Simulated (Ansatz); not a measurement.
**ClH2OSi2 (SMILES [SiH2]O[Si]Cl) (doublet): density, localisation and related maps**

The calculation's input:

```
crystal:
  periodic: [false, false, false]
  atoms:
    - {symbol: Cl, position_ang: [-1.813088, 0.326728, -2.085661]}
    - {symbol: O, position_ang: [-0.205770, -2.022203, -1.208562]}
    - {symbol: Si, position_ang: [-1.813859, -1.565638, -1.045226]}
    - {symbol: Si, position_ang: [1.299658, -1.532723, -1.839996]}
    - {symbol: H, position_ang: [1.655899, -0.171128, -1.301168]}
    - {symbol: H, position_ang: [2.309550, -2.560935, -1.403207]}
basis:
  gaussian: {orbitals: def2-TZVPD}
magnetization: {spin_polarized: true, initial_magnetization: 1}
hamiltonian: {xc: pbe0}
output: {forces: true, orbitals: {seedname: orbitals}}
```

Run with:

```sh
ansatz run input.yaml --threads 1 --pin off --max-ram 2610MiB --events-out events.jsonl --progress --plain --runs-dir runs
```

Geometry: BLYP-D3(BJ)/def2-SVP.

All numbers below come from Ansatz, isolated molecule in a Gaussian basis; Kohn-Sham density functional theory, functional PBE0.

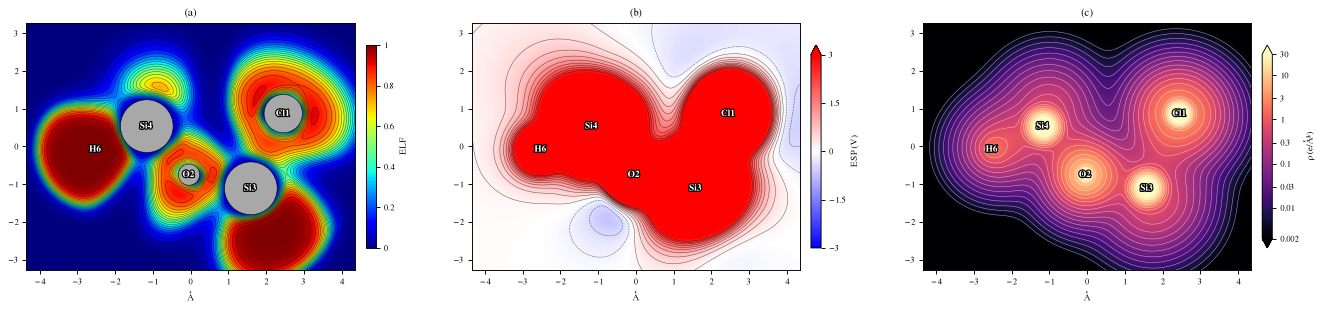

Figure 1. (a) electron localisation function; (b) electrostatic potential; (c) electron density on the plane of atoms Si3, O2 and Si4. Grey discs cover the atomic cores in the ELF map.

Question: Describe what can be read from this map.

Answer:
- The plane passes through Cl, O, Si and H nuclei.
- Si–O (1.68 Å): ρ is about 1 e/Å³ halfway; the ELF peaks at about 0.85 between the atoms; a shared but strongly polarised pair.
- Si–Cl (2.16 Å): ρ at the midpoint is about 0.75 e/Å³; the ELF peaks at about 0.85 between the atoms: a polar covalent bond.
- Si–H (1.51 Å): the density is about 0.8 e/Å³ at the midpoint; the ELF climbs to about 1 towards the hydrogen, as it does in any bond to H.
- The ELF also peaks beside Si3, O2 and Cl1, away from the bonds: non-bonding electrons, paired or unpaired.
- Outside the dense part of the molecule the potential is most negative (−0.7 V) near O2.

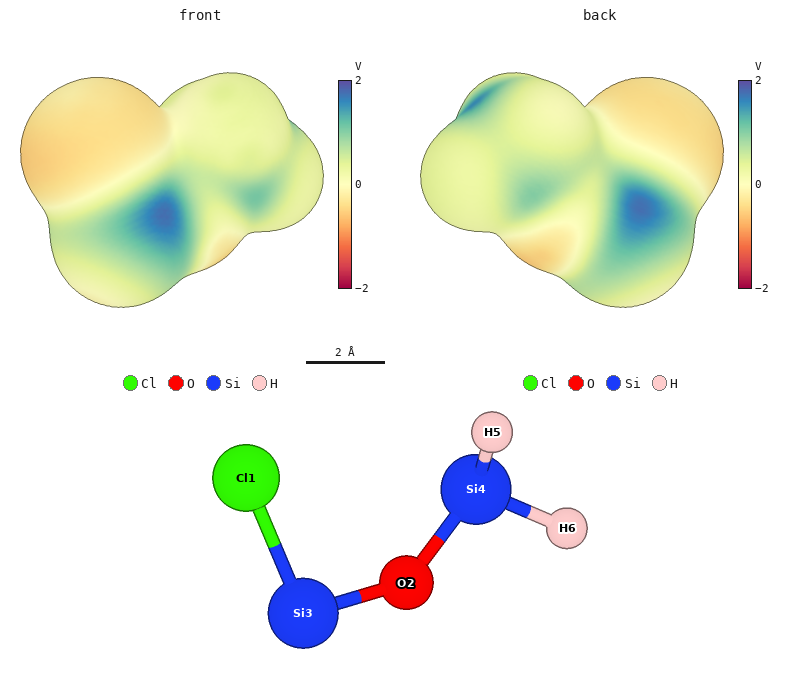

Figure 2. The molecular electrostatic potential painted on the density surface at 0.002 e/bohr³, seen from the front and from behind; red is negative and blue positive. The bare structure is drawn below in the same view.

Question: Which sites attract a positive test charge, and which a negative one?

Answer: A positive charge is drawn to the negative regions and a negative charge to the positive ones. The most negative region (about −0.5 V) lies over Cl1 and O2, the most positive (about +1.7 V) over Si3.

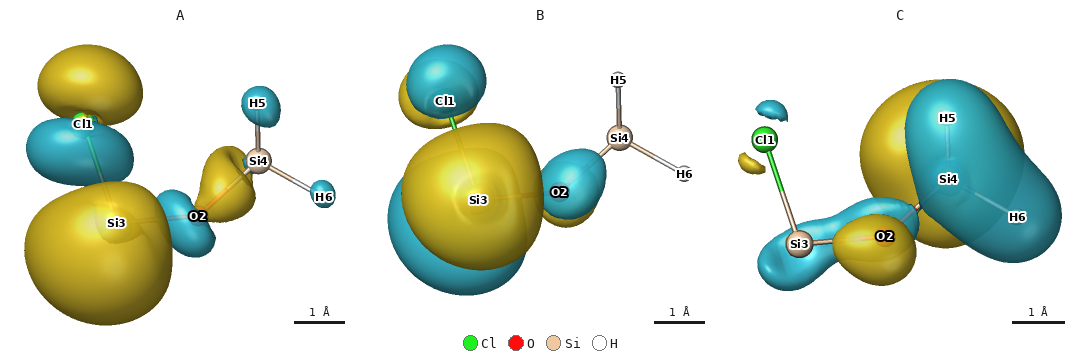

Figure 3. Three frontier orbitals at ±0.08 Å⁻³ᐟ² (yellow and cyan are the two phases), in no order.

Question: Which picture is the HOMO−1, the HOMO and the LUMO? All are α orbitals.

Answer: A is the HOMO−1 (α) (−7.84 eV). Its weight (Hirshfeld) is mainly on Si3 (about 65 %), Cl1 (about 25 %) and O2 (about 5 %). C is the HOMO (α) (−6.44 eV). Its weight (Hirshfeld) is mainly on Si4 (about 70 %), O2 (about 10 %), H6 (about 5 %) and H5 (about 5 %). B is the LUMO (α) (−2.39 eV). It lies mainly on Si3 (about 80 %), Cl1 (about 10 %) and O2 (about 10 %).

Question: What is the gap between the highest occupied and lowest empty α orbitals?

Answer: 4.05 eV between the orbital energies.
